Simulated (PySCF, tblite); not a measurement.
# C₅H₄Cl₂O: circular dichroism and optical rotation, excited states

Wanted: circular dichroism and optical rotation, excited states for C₅H₄Cl₂O (`C=C(Cl)/C(Cl)=C\C=O`).

Computed with tblite 0.8.0 and PySCF 2.14.0 and routines of our own; the level stands in each step. Atoms count from 0.

## (1) The system as given

12 atoms, charge 0, multiplicity 1; geometry from: force field or distance geometry start.

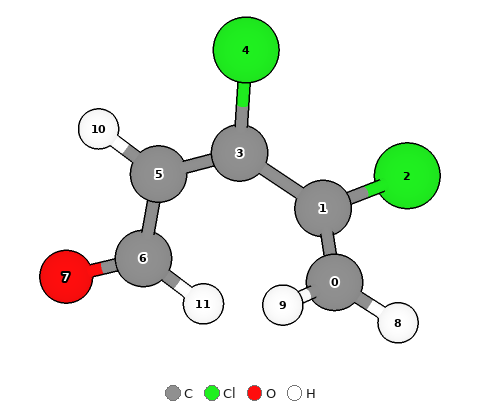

The starting geometry (carbon grey, chlorine green, oxygen red, hydrogen white).

## (2) Optimising the geometry with GFN2-xTB

What the job is given:

```
{"job": {"kind": "relax", "xc": "GFN2-xTB", "basis": "xTB"}, "charge": 0, "multiplicity": 1}
C     -1.897200     0.215500     0.013100
C     -0.914400    -0.260700    -0.749000
Cl    -0.937000    -0.045800    -2.451700
C      0.235400    -0.952800    -0.203400
Cl     0.182400    -2.697500    -0.303900
C      1.290500    -0.395700     0.398400
C      1.468400     1.065100     0.545600
O      2.434300     1.527200     1.159000
H     -2.744100     0.735100    -0.429700
H     -1.921400     0.093500     1.097000
H      2.105100    -0.992600     0.801700
H      0.699100     1.707900     0.097000
```

On the command line:

```console
> OMP_NUM_THREADS=1 python excited_run.py task.json out
```

One launch serves the whole session: the jobs run in the order shown.

Log:

```text
step      E/eV     max force
  0    -702.98616    2.176
  1    -703.02277    2.534
  2    -703.06283    0.239
  3    -703.06605    0.162
  4    -703.06967    0.177
  5    -703.07174    0.160
  6    -703.07571    0.183
  7    -703.07842    0.136
  8    -703.08037    0.134
  9    -703.08175    0.094
 10    -703.08275    0.111
 11    -703.08349    0.084
 12    -703.08398    0.069
 13    -703.08429    0.056
 14    -703.08449    0.036
 15    -703.08465    0.033
 16    -703.08483    0.042
 17    -703.08507    0.053
 18    -703.08536    0.054
 19    -703.08558    0.040
 20    -703.08570    0.026
 21    -703.08578    0.025
 22    -703.08585    0.025
 23    -703.08592    0.023
 24    -703.08600    0.028
 25    -703.08611    0.030
 26    -703.08629    0.037
 27    -703.08653    0.043
 28    -703.08678    0.038
 29    -703.08697    0.032
 30    -703.08713    0.032
 31    -703.08731    0.046
 32    -703.08756    0.050
 33    -703.08780    0.047
 34    -703.08800    0.042
 35    -703.08816    0.040
 36    -703.08836    0.041
 37    -703.08860    0.045
 38    -703.08883    0.036
 39    -703.08901    0.039
 40    -703.08919    0.038
 41    -703.08942    0.044
 42    -703.08972    0.044
 43    -703.09006    0.054
 44    -703.09039    0.051
 45    -703.09071    0.052
 46    -703.09109    0.055
 47    -703.09157    0.074
 48    -703.09205    0.065
 49    -703.09244    0.042
 50    -703.09272    0.046
 51    -703.09302    0.057
 52    -703.09335    0.075
 53    -703.09376    0.076
 54    -703.09424    0.062
 55    -703.09492    0.056
 56    -703.09562    0.069
 57    -703.09700    0.109
 58    -703.09830    0.112
 59    -703.09954    0.124
 60    -703.10027    0.166
 61    -703.10148    0.092
 62    -703.10232    0.053
 63    -703.10359    0.075
 64    -703.10404    0.060
 65    -703.10500    0.060
 66    -703.10561    0.051
 67    -703.10599    0.055
 68    -703.10623    0.079
 69    -703.10647    0.058
 70    -703.10675    0.066
 71    -703.10697    0.034
 72    -703.10726    0.072
 73    -703.10758    0.059
 74    -703.10814    0.078
 75    -703.10890    0.082
 76    -703.10966    0.057
 77    -703.11009    0.054
 78    -703.11025    0.048
 79    -703.11047    0.072
 80    -703.11069    0.059
 81    -703.11103    0.037
 82    -703.11110    0.029
 83    -703.11121    0.019
 84    -703.11124    0.016
 85    -703.11128    0.015
 86    -703.11131    0.014
 87    -703.11133    0.013
 88    -703.11136    0.012
 89    -703.11138    0.013
 90    -703.11140    0.014
 91    -703.11142    0.009
```

Wall time 0.61 s (1 thread of Arm Neoverse V1, shared host); peak memory 0.18 GiB.

The steps of the relaxation: (not every step is listed)

| step | energy from step 0 (eV) | largest force (eV/Å) |
| --- | --- | --- |
| 0 | 0.0000 | 2.1760 |
| 1 | -0.0366 | 2.5344 |
| 2 | -0.0767 | 0.2391 |
| 3 | -0.0799 | 0.1624 |
| 4 | -0.0835 | 0.1767 |
| 5 | -0.0856 | 0.1600 |
| 6 | -0.0895 | 0.1831 |
| 7 | -0.0923 | 0.1359 |
| 8 | -0.0942 | 0.1338 |
| 15 | -0.0985 | 0.0333 |
| 22 | -0.0997 | 0.0251 |
| 29 | -0.1008 | 0.0324 |
| 36 | -0.1022 | 0.0411 |
| 43 | -0.1039 | 0.0536 |
| 50 | -0.1066 | 0.0459 |
| 57 | -0.1108 | 0.1092 |
| 64 | -0.1179 | 0.0604 |
| 71 | -0.1208 | 0.0339 |
| 78 | -0.1241 | 0.0480 |
| 85 | -0.1251 | 0.0149 |
| 86 | -0.1251 | 0.0136 |
| 87 | -0.1252 | 0.0128 |
| 88 | -0.1252 | 0.0124 |
| 89 | -0.1252 | 0.0131 |
| 90 | -0.1252 | 0.0141 |
| 91 | -0.1253 | 0.0093 |

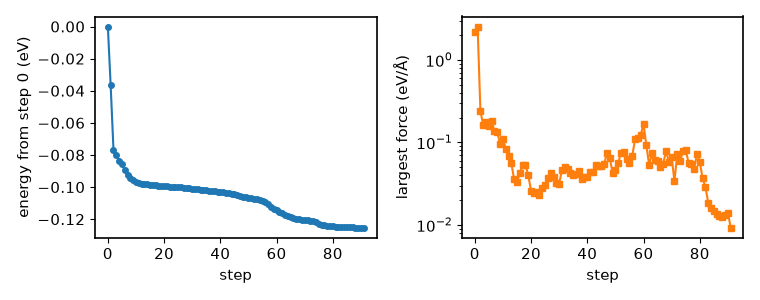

Energy and largest force along the relaxation.

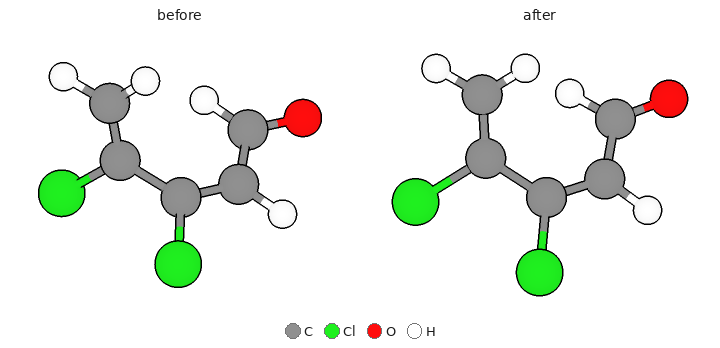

Before and after, at one scale.

Close pairs (by a distance rule), those that changed most:

| bond | before (Å) | after (Å) | change (Å) |
| --- | --- | --- | --- |
| C6–O7 | 1.234 | 1.204 | -0.030 |
| C3–Cl4 | 1.748 | 1.721 | -0.027 |
| C5–C6 | 1.479 | 1.459 | -0.019 |
| C1–Cl2 | 1.716 | 1.734 | +0.017 |
| C0–H9 | 1.091 | 1.075 | -0.016 |
| C1–C3 | 1.449 | 1.464 | +0.016 |
| C0–H8 | 1.088 | 1.075 | -0.012 |
| C6–H11 | 1.098 | 1.105 | +0.007 |

The end geometry stands in the next job.

## (3) Infrared spectrum with GFN2-xTB

What the job is given:

```
{"job": {"kind": "ir", "xc": "GFN2-xTB", "basis": "xTB"}, "charge": 0, "multiplicity": 1}
C     -1.716746     0.418819    -0.001561
C     -0.940298    -0.344506    -0.761492
Cl    -1.359225    -0.676520    -2.410606
C      0.289898    -0.992897    -0.302486
Cl     0.414281    -2.660483    -0.710974
C      1.268247    -0.399908     0.400363
C      1.324237     1.023944     0.715997
O      2.112810     1.511832     1.484601
H     -2.614915     0.865942    -0.388829
H     -1.479145     0.590019     1.032806
H      2.110912    -0.984058     0.743795
H      0.591142     1.647130     0.172361
```

Log:

```text
mode    cm-1     km/mol
  1      37.3      3.36
  2      92.5      6.88
  3     137.9      2.61
  4     167.4      0.63
  5     222.3      1.74
  6     255.2      4.63
  7     322.9      4.86
  8     371.6      5.43
  9     436.8      2.86
 10     497.1      3.56
 11     576.4      1.35
 12     638.9      8.03
 13     699.6      0.67
 14     805.0      6.02
 15     858.3     33.90
 16     889.0     21.51
 17     928.7      8.75
 18     953.0     13.82
 19    1091.6     29.83
 20    1120.3    141.32
 21    1249.7     22.42
 22    1364.5      9.52
 23    1372.5     20.43
 24    1597.0    222.77
 25    1642.1     56.76
 26    1735.1    427.00
 27    2790.2     76.52
 28    3082.2      4.71
 29    3119.5      1.87
 30    3155.4      4.57
```

Run time: 0.42 s. Hardware: 1 thread of Arm Neoverse V1, shared host; peak memory 0.18 GiB.

The strongest bands and the atoms that carry them (share of the mass-weighted mode):

| cm⁻¹ | km/mol | atoms |
| --- | --- | --- |
| 858 | 33.9 | H10 76 %, C5 15 % |
| 1092 | 29.8 | C1 29 %, C5 19 %, C6 14 %, H9 13 % |
| 1120 | 141.3 | H10 27 %, C6 27 %, C5 19 %, C1 12 % |
| 1250 | 22.4 | H10 51 %, C3 18 %, C5 13 % |
| 1597 | 222.8 | C5 48 %, C3 44 % |
| 1642 | 56.8 | C1 50 %, C0 41 % |
| 1735 | 427.0 | C6 57 %, O7 40 % |
| 2790 | 76.5 | H11 94 % |

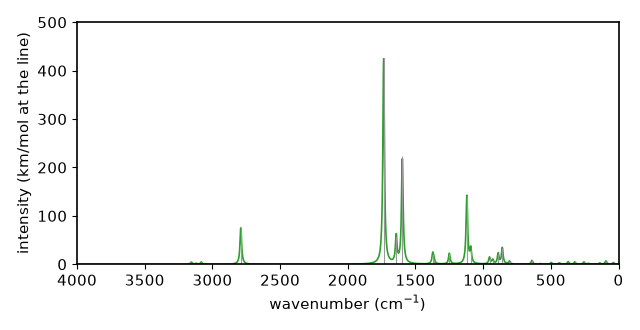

The infrared spectrum from these modes, unscaled. Lines are broadened to a width of 14 cm⁻¹ (Lorentzian).

## (4) Circular dichroism and optical rotation: TDDFT PBE0/def2-SVPD

Settings changed since step 3:

```diff
@@ -1,2 +1,2 @@
-{"job": {"kind": "ir", "xc": "GFN2-xTB", "basis": "xTB"}, "charge": 0, "multiplicity": 1}
+{"job": {"kind": "ecd", "xc": "PBE0", "basis": "def2-SVPD", "nstates": 16}, "charge": 0, "multiplicity": 1}
 C     -1.716746     0.418819    -0.001561
```

Method: TDDFT PBE0/def2-SVPD circular dichroism and optical rotation, one conformer, gas phase.

Log:

```text
coarse grid: 12248 points
cycle   1  E = -1187.1511243443  dE =  1.303e+00  |g| = 8.080e-01  |ddm| = 7.283e+00
cycle   2  E = -1186.3805163700  dE =  7.706e-01  |g| = 2.014e+00  |ddm| = 5.496e+00
cycle   3  E = -1187.2952258529  dE = -9.147e-01  |g| = 1.140e-01  |ddm| = 4.038e+00
cycle   4  E = -1187.2973531838  dE = -2.127e-03  |g| = 8.538e-02  |ddm| = 4.046e-01
cycle   5  E = -1187.2991029123  dE = -1.750e-03  |g| = 2.498e-02  |ddm| = 1.656e-01
cycle   6  E = -1187.2992520985  dE = -1.492e-04  |g| = 8.697e-03  |ddm| = 6.060e-02
cycle   7  E = -1187.2992686934  dE = -1.659e-05  |g| = 2.765e-03  |ddm| = 1.723e-02
cycle   8  E = -1187.2992705342  dE = -1.841e-06  |g| = 1.048e-03  |ddm| = 9.758e-03
final grid: 112232 points
cycle   9  E = -1187.4357894248  dE = -2.367e-05  |g| = 1.106e-02  |ddm| = 1.391e-01
cycle  10  E = -1187.4357126527  dE =  7.677e-05  |g| = 2.244e-02  |ddm| = 5.086e-02
cycle  11  E = -1187.4358147278  dE = -1.021e-04  |g| = 1.867e-03  |ddm| = 3.246e-02
cycle  12  E = -1187.4358154698  dE = -7.419e-07  |g| = 5.132e-04  |ddm| = 3.660e-03
cycle  13  E = -1187.4358155357  dE = -6.590e-08  |g| = 1.680e-04  |ddm| = 1.878e-03
cycle  14  E = -1187.4358155424  dE = -6.773e-09  |g| = 6.641e-05  |ddm| = 7.981e-04
cycle  15  E = -1187.4358155436  dE = -1.145e-09  |g| = 1.422e-05  |ddm| = 2.407e-04
cycle  16  E = -1187.4358155436  dE = -5.139e-11  |g| = 4.096e-06  |ddm| = 3.875e-05
converged SCF energy = -1187.4358155436

Singlet excitations and rotatory strengths (1e-40 esu^2 cm^2)
state   eV       nm     f(len)   f(vel)    R(len)    R(vel)   main configurations
  1   3.3607   368.9  0.00162  0.00159   -14.669   -14.199   H->L 0.82, H-1->L 0.11
  2   4.6683   265.6  0.10292  0.09919    59.168    58.193   H-1->L 0.56, H-2->L 0.26, H->L 0.14
  3   5.0991   243.1  0.15220  0.14977     8.533     9.257   H-2->L 0.61, H-1->L 0.21, H->L+1 0.11
  4   5.4178   228.8  0.04073  0.04009   -55.542   -54.837   H->L+1 0.57, H-3->L 0.13, H-1->L+1 0.11
  5   5.5788   222.2  0.00983  0.00930   -22.503   -21.673   H-3->L 0.76
  6   5.8049   213.6  0.01589  0.01536    -6.803    -6.875   H-4->L 0.90
  7   5.9864   207.1  0.16732  0.16242    25.309    24.443   H-1->L+1 0.61, H-2->L+1 0.15, H->L+1 0.09
  8   6.3466   195.4  0.05561  0.05526    26.092    24.408   H->L+2 0.46, H-2->L+1 0.33
  9   6.5601   189.0  0.04141  0.04079   -24.019   -23.990   H-2->L+1 0.42, H->L+2 0.39, H-1->L+1 0.10
 10   6.8042   182.2  0.02815  0.02864    34.240    34.422   H-1->L+2 0.77
 11   6.9398   178.7  0.00366  0.00359     3.910     3.979   H-3->L+1 0.87
 12   7.0855   175.0  0.06997  0.06855    12.651    11.347   H-5->L 0.79
 13   7.1441   173.5  0.00536  0.00501    -3.924    -0.532   H-2->L+2 0.56
 14   7.2823   170.3  0.01536  0.01603    11.279    11.516   H->L+3 0.55, H-4->L+1 0.27
 15   7.3039   169.8  0.03298  0.03186     6.193     5.383   H-4->L+1 0.53, H->L+3 0.29
 16   7.3888   167.8  0.02580  0.02512    22.920    22.520   H-6->L 0.48, H-7->L 0.36

Specific rotation (deg / (dm g/mL))
    nm     length   length(OI)   velocity    alpha(len)  alpha(vel)
  633.0       0.75       0.20      19.48       99.192     99.705
  589.3     -22.79     -23.44       0.12       99.923    100.428
  546.0     -71.99     -72.77     -43.01      100.869    101.362
  436.0    -906.23    -907.64    -828.80      105.277    105.712
```

It took 82 s on 1 thread of Arm Neoverse V1, shared host; peak memory 0.95 GiB.

Warnings kept with the result: wavelengths within 0.3 eV of the first excitation or beyond it are left out.

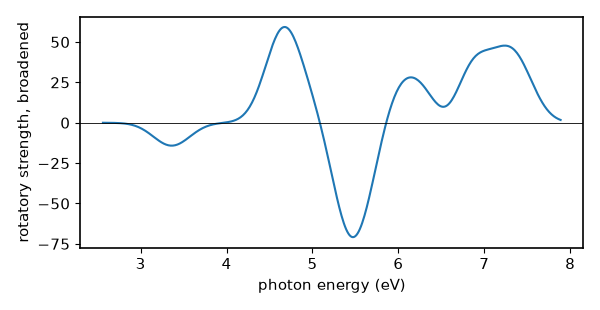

Circular dichroism: velocity-form rotatory strengths under Gaussians of 0.3 eV half-width at 1/e.

## (5) Excited states: TDA B3LYP/def2-SVPD

Settings changed since step 4:

```diff
@@ -1,2 +1,2 @@
-{"job": {"kind": "ecd", "xc": "PBE0", "basis": "def2-SVPD", "nstates": 16}, "charge": 0, "multiplicity": 1}
+{"job": {"kind": "states", "xc": "B3LYP", "basis": "def2-SVPD", "tda": true, "soc": true, "nstates": 8, "ntriplets": 4, "nquad": 4}, "charge": 0, "multiplicity": 1}
 C     -1.716746     0.418819    -0.001561
```

Level: TDA B3LYP/def2-SVPD excited states, vertical, gas phase, spin-orbit mean-field couplings.

Log:

```text
coarse grid: 12248 points
cycle   1  E = -1187.7642939269  dE =  1.264e+00  |g| = 8.513e-01  |ddm| = 6.726e+00
cycle   2  E = -1185.3349235977  dE =  2.429e+00  |g| = 2.857e+00  |ddm| = 5.684e+00
cycle   3  E = -1187.8750689074  dE = -2.540e+00  |g| = 3.933e-01  |ddm| = 4.766e+00
cycle   4  E = -1187.9169315128  dE = -4.186e-02  |g| = 1.810e-01  |ddm| = 9.550e-01
cycle   5  E = -1187.9234295261  dE = -6.498e-03  |g| = 8.478e-02  |ddm| = 3.805e-01
cycle   6  E = -1187.9252748937  dE = -1.845e-03  |g| = 2.504e-02  |ddm| = 2.021e-01
cycle   7  E = -1187.9254092645  dE = -1.344e-04  |g| = 9.049e-03  |ddm| = 5.335e-02
cycle   8  E = -1187.9254281602  dE = -1.890e-05  |g| = 4.022e-03  |ddm| = 2.886e-02
cycle   9  E = -1187.9254314766  dE = -3.316e-06  |g| = 1.356e-03  |ddm| = 1.078e-02
final grid: 112232 points
cycle  10  E = -1188.0746921075  dE = -3.703e-05  |g| = 6.096e-03  |ddm| = 1.360e-01
cycle  11  E = -1188.0746677965  dE =  2.431e-05  |g| = 1.163e-02  |ddm| = 4.143e-02
cycle  12  E = -1188.0747009315  dE = -3.314e-05  |g| = 2.005e-03  |ddm| = 2.939e-02
cycle  13  E = -1188.0747017963  dE = -8.648e-07  |g| = 4.336e-04  |ddm| = 3.429e-03
cycle  14  E = -1188.0747018458  dE = -4.957e-08  |g| = 1.061e-04  |ddm| = 1.139e-03
cycle  15  E = -1188.0747018475  dE = -1.660e-09  |g| = 6.525e-05  |ddm| = 2.891e-04
cycle  16  E = -1188.0747018486  dE = -1.101e-09  |g| = 1.409e-05  |ddm| = 1.491e-04
cycle  17  E = -1188.0747018486  dE = -4.388e-11  |g| = 6.105e-06  |ddm| = 5.067e-05
converged SCF energy = -1188.0747018486

Singlet excitations
state   eV       nm        f     d(h-e)  d(exc)  Lambda  PR(NTO)  |dmu|/D   mu/D   main configurations
  1   3.3293   372.4   0.00179   1.490   2.997   0.590   1.005    3.599    2.119   H->L 0.85, H-1->L 0.10
  2   4.6177   268.5   0.06906   2.186   3.590   0.696   1.044    5.808    8.059   H-2->L 0.47, H-1->L 0.37, H->L 0.08
  3   5.0874   243.7   0.10785   1.359   3.600   0.627   1.722    3.455    1.446   H->L+1 0.45, H-2->L 0.24, H-1->L 0.19
  4   5.2603   235.7   0.09291   0.899   3.630   0.530   1.772    2.183    1.952   H-3->L 0.33, H->L+1 0.24, H-1->L 0.16
  5   5.3796   230.5   0.04690   1.049   3.705   0.444   1.587                     H-3->L 0.59, H-1->L+1 0.16
  6   5.6271   220.3   0.02287   2.181   3.624   0.381   1.029                     H-4->L 0.92
  7   5.9319   209.0   0.19565   0.988   3.445   0.643   1.291                     H-1->L+1 0.41, H-2->L+1 0.28
  8   6.1964   200.1   0.06762   1.653   3.883   0.493   1.315                     H->L+2 0.73

Triplet excitations (Tamm-Dancoff)
state   eV     d(h-e)  d(exc)  Lambda  PR(NTO)   main configurations
  1   2.8261   1.090   2.868   0.572   1.055   H->L 0.91
  2   3.1127   0.207   2.785   0.751   1.121   H-1->L 0.90
  3   3.7925   0.711   2.807   0.647   1.445   H-2->L 0.65, H->L+1 0.14, H-1->L+1 0.08
  4   4.7624   0.782   3.503   0.623   1.515   H->L+1 0.41, H-2->L 0.27, H-1->L+1 0.18
S1 - T1 = 0.5032 eV

Spin-orbit couplings |<S|Hso|T>| (cm-1)
             T1       T2       T3       T4
S0       40.964   25.479   21.202   51.689
S1        7.417   27.923   13.194   11.825
S2       10.083   24.794    8.236   16.387
S3       39.753    5.540   15.382   14.608
S4       25.473   34.943   73.636   45.823
S5       16.450   42.172   86.318   71.580
S6       48.794   84.063   84.408   63.531
S7       12.453   25.175   13.565   27.467
S8       12.312    8.608    7.037    8.243
T1 sublevels (cm-1): 0.000 0.110 0.324   radiative rates (1/s): 38.8 12.3 1.05e+03
```

Wall time 34 s (1 thread of Arm Neoverse V1, shared host); peak memory 0.77 GiB.

In short:

| quantity | value |
| --- | --- |
| S1 less T1 | 0.50 eV |

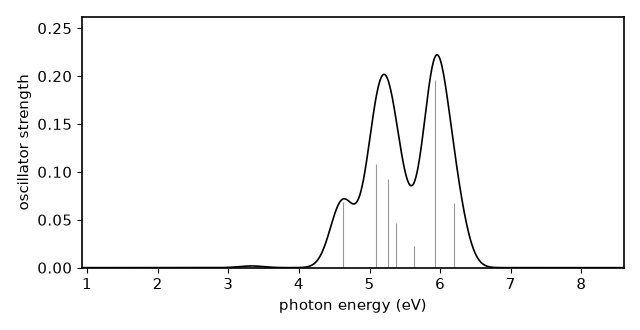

Absorption lines of the singlets. Lines are broadened to a width of 0.40 eV (Gaussian).

## (6) Outcome

```
                                                                                  quantity                                                          value
                                                 strongest single infrared mode (GFN2-xTB)                                          1735 cm⁻¹, 427 km/mol
                                                              zero-point energy (GFN2-xTB)                                                  46.0 kcal/mol
state of largest rotatory strength (velocity form) among 16 (step 4, TDDFT PBE0/def2-SVPD)  4.67 eV, R = +58.2 (velocity), +59.2 (length) ·10⁻⁴⁰ esu² cm²
                              specific rotation at 633.0 nm (step 4, TDDFT PBE0/def2-SVPD)                                  19.5 (velocity), 0.8 (length)
                                                  S1 less T1 (step 5, TDA B3LYP/def2-SVPD)                                                        0.50 eV
```

What this shows: All 30 modes are real, so the xTB geometry is a minimum. The strongest single mode, at 1735 cm⁻¹, moves mainly C6 and O7. GFN2-xTB is a fitted tight-binding method: band positions and strengths are rough. Its intensities can rank the bands wrongly. In step 4 length and velocity forms differ in sign for some values, so those signs are unsure. Rotations belong to one conformer and to the handedness of the start; where its mirror image forms freely, a sample shows none. The length form depends on the origin in a finite basis. In step 5, the number of triplets below S1 is 2, and the largest singlet-triplet spin-orbit coupling is S5–T3, 86.32 cm⁻¹.
